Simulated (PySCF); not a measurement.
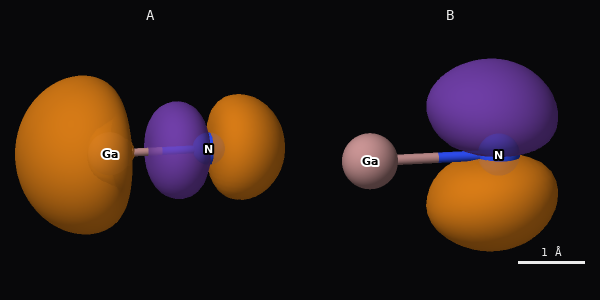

*GaN (triplet). Two frontier α-spin orbitals, each drawn at the value that holds 80 % of its norm (orange and purple are the two phases), in no order; of a degenerate pair one member is drawn.*

Level of theory: PBE0/aug-cc-pVDZ(-PP), non-relativistic Hamiltonian with scalar-relativistic core potentials where named, at a bond length of 2.036 Å (PySCF).

Question: Label each orbital by symmetry, say whether it is occupied, and order them by energy.

Answer: Orbital B: π, occupied in this spin, −8.77 eV; mainly on N (90 %).
Orbital A: σ, occupied in this spin, −6.65 eV; shared between the atoms (Ga 50 %, N 50 %).
